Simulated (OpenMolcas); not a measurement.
**One shape, several levels: B2 (SMILES B#B)**

Aim: a comparison of 6 runs (UHF/pcseg-0, U-r2SCAN/pcseg-0, UM06-2X/pcseg-0, UPBE0/pcseg-0, USVWN5/pcseg-0, ROMP2/pcseg-0) of B2. 

The calculation is run with OpenMolcas 26.06.

## (1) Starting point

B2: 2 atoms, total charge 0, spin state triplet. SMILES: `B#B`. The B1–B2 distance was set to 2.459 Å, away from the relaxed value.

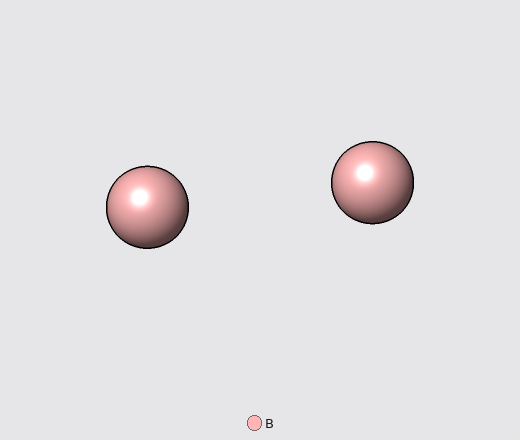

Viewed from a chosen angle; boron pink.

## (2) The energy at UHF/pcseg-0 (run 1)

Input file test.input:

```
&GATEWAY
BASLIB=$CurrDir
COORD
2
angstrom
B        0.000000       0.000000      -1.053880
B        0.000000       0.000000       1.405120
BASIS=pcseg-0
GROUP=NoSym
&SEWARD
&SCF
UHF
SPIN=3
THRESHOLDS=1e-10 1e-07 1e-07 1e-05
PRORBITALS=1 1
```

The basis set pcseg-0 is read from a file made from the Basis Set Exchange's data (not shown).

The run is started by

```console
export MOLCAS_MEM=1860
pymolcas test.input > test.log
```

The log of the run:

```text
--- Start Module: gateway ---
[...]
--- Stop Module: gateway /rc=_RC_ALL_IS_WELL_ ---
--- Start Module: seward ---
[...]
      Basis functions           18
--- Stop Module: seward /rc=_RC_ALL_IS_WELL_ ---
--- Start Module: scf ---
[...]
       Convergence after  22 Iterations
[...]
::    Total SCF energy                                -48.9395504836
[...]
      Total spin, S                                     1.0200289504
[...]
      Total electronic charge=   10.000000
      Total            charge=   -0.000000
[...]
      Dipole Moment (debye):
      Origin of the operator (angstrom)=    0.0000    0.0000    0.1756
                   X= -5.8782E-16               Y=  2.8128E-16               Z=  4.6138E-14           Total=  4.6143E-14
      Quadrupole Moment (debye*angstrom):
[...]
--- Stop Module: scf /rc=_RC_ALL_IS_WELL_ ---
[...]
```

Wall time 1.2 s (1 thread of Intel Xeon 6975P-C (Granite Rapids), shared host); peak memory 0.37 GiB.

## (3) A single-point energy at U-r2SCAN/pcseg-0 (run 2)

Input file test.inp:

```
>>> EXPORT MOLCAS_PRINT=2

&GATEWAY
 BasLib=$CurrDir
 Coord
 2
 angstrom
 B        0.000000       0.000000      -1.053880
 B        0.000000       0.000000       1.405120
 Basis=pcseg-0
 Group=NoSym

&SEWARD
 GridInput
 Grid=UltraFine
 End of Grid

&SCF
 UHF
 Spin=3
 KSDFT=2
 1.0 MGGA_X_R2SCAN
 1.0 MGGA_C_R2SCAN
 Thresholds=1e-10 1e-07 1e-07 1e-05
 PrOrbitals=1 1
```

The basis set pcseg-0 is read from a file made from the Basis Set Exchange's data (not shown).

The run is started by

```console
export MOLCAS_MEM=1860
pymolcas test.inp > test.log
```

The log of the run:

```text
--- Start Module: gateway ---
[...]
--- Stop Module: gateway /rc=_RC_ALL_IS_WELL_ ---
--- Start Module: seward ---
[...]
      Basis functions           18
--- Stop Module: seward /rc=_RC_ALL_IS_WELL_ ---
--- Start Module: scf ---
[...]
       Convergence after  50 Iterations
[...]
::    Total KS-DFT energy                             -49.2081777508
[...]
      Total spin, S                                     1.0035473235
[...]
      Total electronic charge=   10.000000
      Total            charge=   -0.000000
[...]
      Dipole Moment (debye):
      Origin of the operator (angstrom)=    0.0000    0.0000    0.1756
                   X= -1.4510E-11               Y= -1.0912E-11               Z=  4.7575E-10           Total=  4.7610E-10
      Quadrupole Moment (debye*angstrom):
[...]
--- Stop Module: scf /rc=_RC_ALL_IS_WELL_ ---
[...]
```

It took 9 s on 1 thread of Intel Xeon 6975P-C (Granite Rapids), shared host; peak memory 0.37 GiB.

## (4) A single-point energy at UM06-2X/pcseg-0 (run 3)

Input file test.input:

```
&GATEWAY
  BasLib=$CurrDir
  Coord
  2
  angstrom
  B        0.000000       0.000000      -1.053880
  B        0.000000       0.000000       1.405120
  Basis=pcseg-0
  Group=NoSym

&SEWARD
  GridInput
  Grid=UltraFine
  End of Grid

&SCF
  UHF
  Spin=3
  KSDFT=M062X
  Thresholds=1e-10 1e-07 1e-07 1e-05
  PrOrbitals=1 1
```

The basis set pcseg-0 is read from a file made from the Basis Set Exchange's data (not shown).

The run is started by

```console
export MOLCAS_MEM=1860
pymolcas test.input > test.log
```

The log of the run:

```text
--- Start Module: gateway ---
[...]
--- Stop Module: gateway /rc=_RC_ALL_IS_WELL_ ---
--- Start Module: seward ---
[...]
      Basis functions           18
--- Stop Module: seward /rc=_RC_ALL_IS_WELL_ ---
--- Start Module: scf ---
[...]
       Convergence after  58 Iterations
[...]
::    Total KS-DFT energy                             -49.2387561548
[...]
      Total spin, S                                     1.0027636789
[...]
      Total electronic charge=   10.000000
      Total            charge=   -0.000000
[...]
      Dipole Moment (debye):
      Origin of the operator (angstrom)=    0.0000    0.0000    0.1756
                   X= -1.8914E-12               Y=  1.1292E-10               Z=  1.5169E-08           Total=  1.5170E-08
      Quadrupole Moment (debye*angstrom):
[...]
--- Stop Module: scf /rc=_RC_ALL_IS_WELL_ ---
[...]
```

Wall time 9.9 s (1 thread of Intel Xeon 6975P-C (Granite Rapids), shared host); peak memory 0.37 GiB.

Runs 4 to 5 aren't shown in full; the table further down has their settings and results.

## (5) The energy at ROMP2/pcseg-0 (run 6)

Input file test.input:

```
* B2 ROMP2

&GATEWAY
 BASLIB=$CurrDir
 COORD
 2
 angstrom
 B        0.000000       0.000000      -1.053880
 B        0.000000       0.000000       1.405120
 BASIS=pcseg-0
 GROUP=NoSym

&SEWARD

&SCF
 UHF
 SPIN=3
 THRESHOLDS=1e-10 1e-07 1e-07 1e-05
 PRORBITALS=1 1

&RASSCF
 FILEORB=$Project.UnaOrb
 SPIN=3
 NACTEL=2 0 0
 INACTIVE=4
 RAS2=2
 OUTORBITALS=Canonical
 ORBLISTING=Nothing

&CASPT2
 IPEA=0.0
 FROZEN=2
```

The basis set pcseg-0 is read from a file made from the Basis Set Exchange's data (not shown).

The run is started by

```console
export MOLCAS_MEM=1860
pymolcas test.input > test.log
```

The log of the run:

```text
--- Start Module: gateway ---
[...]
--- Stop Module: gateway /rc=_RC_ALL_IS_WELL_ ---
[...]
      Basis functions           18
[...]
       Convergence after  22 Iterations
[...]
::    Total SCF energy                                -48.9395504836
[...]
      Total spin, S                                     1.0200289504
[...]
--- Start Module: rasscf ---
[...]
      Number of active orbitals                  2
[...]
      Spin quantum number                      1.0
[...]
      Active orbitals                            2
[...]
      Number of CSFs                             1
[...]
      Number of root(s) required                 1
[...]
      Convergence after 11 iterations
[...]
      printout of CI-coefficients larger than  0.05 for root  1
      energy=     -48.931946
      conf/sym  11     Coeff  Weight
             1  uu   1.00000 1.00000
      Natural orbitals and occupation numbers for root  1
      sym 1:   1.000000   1.000000
      ************************************************************************************************************************
      *                                                    Final results                                                     *
[...]
::    RASSCF root number  1 Total energy:    -48.93194558
[...]
      Total electronic charge=   10.000000
      Total            charge=   -0.000000
[...]
      Dipole Moment (debye):
      Origin of the operator (angstrom)=    0.0000    0.0000    0.1756
                   X=  4.2781E-14               Y=  1.5673E-13               Z=  2.4030E-12           Total=  2.4085E-12
      Quadrupole Moment (debye*angstrom):
[...]
--- Stop Module: rasscf /rc=_RC_ALL_IS_WELL_ ---
[...]
      E2 (Variational):          -0.0888044813
      Total energy:             -49.0207500576
[...]
      Reference weight:           0.90686
[...]
::    CASPT2 Root  1     Total energy:    -49.02075006
[...]
```

Wall time 1.6 s (1 thread of Intel Xeon 6975P-C (Granite Rapids), shared host); peak memory 0.37 GiB.

## (6) The series

```csv
run,level,integration grid,frozen core orbitals,energy (Eh),dipole moment (D),HOMO energy (eV),LUMO energy (eV),wall time
1,UHF/pcseg-0,–,–,-48.939550,0.00,-6.95,0.18,1.2 s
2,U-r2SCAN/pcseg-0,UltraFine,–,-49.208178,0.00,-5.02,-4.22,9 s
3,UM06-2X/pcseg-0,UltraFine,–,-49.238756,0.00,-6.01,-2.49,9.9 s
4,UPBE0/pcseg-0,UltraFine,–,-49.169617,0.00,-5.50,-3.43,3.3 s
5,USVWN5/pcseg-0,UltraFine,–,-48.670353,0.00,-4.82,-4.74,2.7 s
6,ROMP2/pcseg-0,–,2,-49.020750,–,–,–,1.6 s
```

## (7) Outcome

| quantity | value |
| --- | --- |
| run 6: total energy | -49.02075 Eh |

**Reading.** Totals of different functionals can't be ranked against each other. All runs together took 28 s, the longest 9.9 s.
